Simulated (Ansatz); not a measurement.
```xyz
7

B    -0.2531    0.0392   -0.1896
H    -0.7243    0.4030    0.8721
O     0.8982   -0.6289   -0.1962
H     1.1757   -0.6590    0.7782
H    -0.8543    0.2886   -1.2248
O     0.7654   -0.2379    2.3657
H     0.1896   -0.9579    2.7118
```

Not at a stationary point (largest force 0.9 eV/Å).

Level of theory: UKS PBE/def2-SVP (Ansatz 0.2.0).

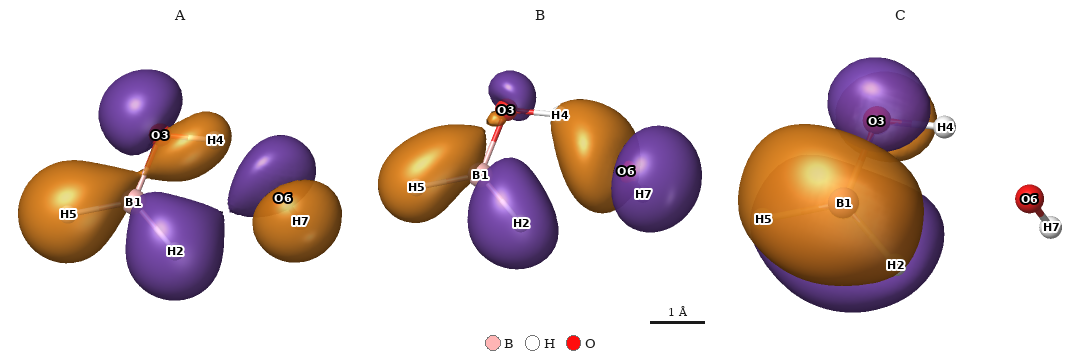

BH3O···OH (doublet). Three frontier orbitals at ±0.1 Å⁻³ᐟ² (orange and purple are the two phases), in no order.

### Order the three orbitals by energy and name them. All are α orbitals.

B is the HOMO−1 (α) (−7.68 eV). By Hirshfeld shares it lies mainly on O6 (about 60 %), B1 (about 15 %), H2 (about 10 %) and H5 (about 5 %). A is the HOMO (α) (−7.20 eV). It lies mainly on O6 (about 30 %), O3 (about 25 %), B1 (about 15 %), H5 (about 10 %) and H2 (about 10 %). C is the LUMO (α) (−1.33 eV). It lies mainly on B1 (about 60 %), O3 (about 20 %), H5 (about 5 %) and H2 (about 5 %).

### What is the gap between the highest occupied and lowest empty α orbitals?

5.87 eV between the orbital energies.
